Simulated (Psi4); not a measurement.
# wB97M-V/6-31G(d) (spherical functions) run of GaSiH4OF (SMILES [F][GaH][O][SiH3])

What is the energy change on altering one bond length of GaSiH4OF at wB97M-V/6-31G* (spherical functions)? 

The calculation is run with Psi4 1.11.

1 further run of the same task is left out (set aside as unsound or not needed).

## (1) The molecule

GaSiH4OF has 8 atoms, charge 0, and is taken as a singlet. SMILES: `[F][GaH][O][SiH3]`. The coordinates come from a PBE0-D4/def2-TZVP relaxation. This is one conformer, not always the lowest.

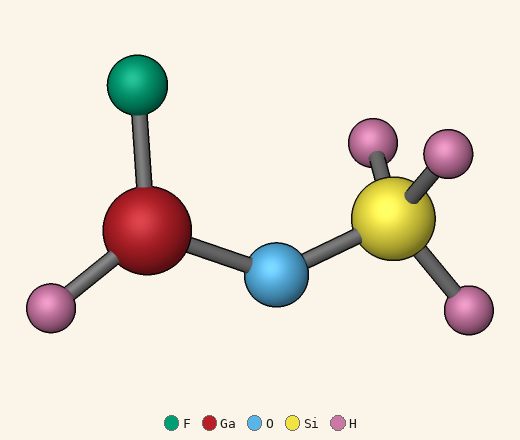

Viewed from a chosen angle; fluorine teal, gallium red, oxygen blue, silicon yellow, hydrogen pink.

## (2) The energy at wB97M-V/6-31G(d) (spherical functions)

fgah4osi.inp reads:

```
memory 2.2 GB

molecule {
  0 1
  F      0.857100     1.472000     1.846200
  Ga     1.323900     1.220200     0.177500
  O      0.322200     0.024800    -0.644000
  Si    -0.952800    -0.945800    -0.299100
  H      2.493100     1.984200    -0.463100
  H     -1.287500    -1.717200    -1.523200
  H     -0.618600    -1.894300     0.796900
  H     -2.137300    -0.143800     0.108800
  units angstrom
  symmetry c1
}

set puream true
set e_convergence 1e-09
set d_convergence 1e-08
set scf_type pk
set dft_radial_points 99
set dft_spherical_points 590

e_tot, wfn = energy("wb97m-v/6-31G*", return_wfn=True)
```

On the command line:

```console
$ psi4 fgah4osi.inp fgah4osi.out -n 1
```

fgah4osi.out:

```text
[...]
  Running in c1 symmetry.
[...]
  Nuclear repulsion =  350.543607574192208
[...]
  Multiplicity = 1
[...]
  Nalpha       = 33
  Nbeta        = 33
[...]
    Number of basis functions: 86
[...]
   @RKS iter   1: -2389.74132377268324   -2.49111e+00   3.32279e-02 ADIIS/DIIS
[...]
   @RKS iter  13: -2391.42754811354826   -8.18545e-12   4.82305e-09 DIIS
[...]
    Orbital Energies [Eh]
    ---------------------
    Doubly Occupied:
       1A   -373.175415     2A    -66.417724     3A    -46.261621
       4A    -40.907119     5A    -40.902032     6A    -40.901842
       7A    -24.871367     8A    -19.350541     9A     -5.735681
      10A     -5.455718    11A     -3.990025    12A     -3.980099
      13A     -3.979085    14A     -3.770374    15A     -3.768301
      16A     -3.768267    17A     -1.258934    18A     -1.111500
      19A     -0.992446    20A     -0.992406    21A     -0.990883
      22A     -0.986297    23A     -0.975523    24A     -0.662454
      25A     -0.585479    26A     -0.520313    27A     -0.511765
      28A     -0.497493    29A     -0.478801    30A     -0.472699
      31A     -0.452962    32A     -0.403983    33A     -0.402367
[...]
  @RKS Final Energy: -2391.42754811354826
   => Energetics <=
    Nuclear Repulsion Energy =            350.5436075741922082
    One-Electron Energy =               -4028.7359908870512299
    Two-Electron Energy =                1377.0946795072393343
    DFT Exchange-Correlation Energy =     -90.6031588055425630
    Empirical Dispersion Energy =           0.0000000000000000
    VV10 Nonlocal Energy =                  0.2733144976134772
    Total Energy =                      -2391.4275481135487098
[...]
 Multipole Moments:
 ------------------------------------------------------------------------------------
     Multipole            Electronic (a.u.)      Nuclear  (a.u.)        Total (a.u.)
 ------------------------------------------------------------------------------------
 L = 1.  Multiply by 2.5417464519 to convert [e a0] to [Debye]
 Dipole X            :          9.0534807           -8.6385001            0.4149805
 Dipole Y            :          8.9447244           -8.7550531            0.1896713
 Dipole Z            :          2.7378257           -3.1736654           -0.4358397
 Magnitude           :                                                    0.6309836
[...]
```

Wall time 4.3 min (1 thread of Intel Xeon Platinum 8259CL at 2.50GHz (Skylake/Cascade Lake), shared host); peak memory 1.4 GiB.

## (3) The distorted shape, same level

fgah4osi.py reads:

```python
import psi4

psi4.set_memory('2200 MB')
psi4.set_num_threads(1)
psi4.set_output_file('fgah4osi.out', False)

mol = psi4.geometry("""
F      1.98114730     3.05684177     3.39103227
Ga     2.86327145     2.58100873     0.23764629
O      0.97033279     0.32203012    -1.31476372
Si    -1.80053105    -1.78730297    -0.56521708
H      5.07273923     4.02475949    -0.97291227
H     -2.43302239    -3.24503770    -2.87843083
H     -1.16898458    -3.57970820     1.50592275
H     -4.03891165    -0.27174262     0.20560220
units au
symmetry c1
""")

options = {'puream': True, 'e_convergence': 1e-09, 'd_convergence': 1e-08, 'scf_type': 'pk', 'dft_radial_points': 99, 'dft_spherical_points': 590}
psi4.set_options(options)

e_tot = psi4.energy('wb97m-v/6-31G*', molecule=mol)
print('E =', round(e_tot, 9))
```

On the command line:

```console
$ python fgah4osi.py
```

fgah4osi.out:

```text
[...]
  Running in c1 symmetry.
[...]
  Nuclear repulsion =  338.897794324210281
[...]
  Multiplicity = 1
[...]
  Nalpha       = 33
  Nbeta        = 33
[...]
    Number of basis functions: 86
[...]
   @RKS iter   1: -2389.70227263306606   -2.68901e+00   3.32615e-02 DIIS/ADIIS
[...]
   @RKS iter  13: -2391.40665562394452   -2.04636e-11   7.10157e-09 DIIS
[...]
    Orbital Energies [Eh]
    ---------------------
    Doubly Occupied:
       1A   -373.159008     2A    -66.447581     3A    -46.245337
       4A    -40.890789     5A    -40.885789     6A    -40.885532
       7A    -24.858702     8A    -19.342879     9A     -5.719311
      10A     -5.481364    11A     -3.973558    12A     -3.963864
      13A     -3.962652    14A     -3.796093    15A     -3.794057
      16A     -3.794023    17A     -1.246849    18A     -1.068250
      19A     -0.976091    20A     -0.975856    21A     -0.974413
      22A     -0.969338    23A     -0.953171    24A     -0.661011
      25A     -0.576633    26A     -0.499872    27A     -0.495581
      28A     -0.481953    29A     -0.465899    30A     -0.462605
      31A     -0.438223    32A     -0.401919    33A     -0.400396
[...]
  @RKS Final Energy: -2391.40665562394452
   => Energetics <=
    Nuclear Repulsion Energy =            338.8977943242102810
    One-Electron Energy =               -4006.0084266403177935
    Two-Electron Energy =                1365.9648308332402848
    DFT Exchange-Correlation Energy =     -90.5346521625119749
    Empirical Dispersion Energy =           0.0000000000000000
    VV10 Nonlocal Energy =                  0.2737980214348398
    Total Energy =                      -2391.4066556239445163
[...]
 Multipole Moments:
 ------------------------------------------------------------------------------------
     Multipole            Electronic (a.u.)      Nuclear  (a.u.)        Total (a.u.)
 ------------------------------------------------------------------------------------
 L = 1.  Multiply by 2.5417464519 to convert [e a0] to [Debye]
 Dipole X            :          9.3211765           -9.3424931           -0.0213166
 Dipole Y            :          9.1118950           -9.2909701           -0.1790751
 Dipole Z            :          2.5729252           -2.9832268           -0.4103016
 Magnitude           :                                                    0.4481849
[...]
```

The script printed:

```text
E = -2391.406655624
```

Run time: 4.1 min. Hardware: 1 thread of Intel Xeon Platinum 8259CL at 2.50GHz (Skylake/Cascade Lake), shared host; peak memory 1.4 GiB.

## (4) Results

At wB97M-V/6-31G* (spherical functions):

| quantity | value |
| --- | --- |
| first shape: total energy | -2391.42755 Eh |
| first shape: dipole moment | 1.60 D |
| first shape: HOMO energy | -10.95 eV |
| first shape: LUMO energy | 0.57 eV |
| first shape: HOMO–LUMO gap | 11.52 eV |
| distorted shape: total energy | -2391.40666 Eh |
| distorted shape: dipole moment | 1.14 D |
| distorted shape: HOMO energy | -10.90 eV |
| distorted shape: LUMO energy | 0.91 eV |
| distorted shape: HOMO–LUMO gap | 11.80 eV |
| energy change with the O3–Si4 bond stretched from 1.639 to 1.885 Å | 0.569 eV |

What this shows: With the O3–Si4 bond stretched from 1.639 to 1.885 Å the energy rises by 0.57 eV (13.1 kcal/mol). The first shape isn't relaxed at this level, so the change isn't measured from a minimum.
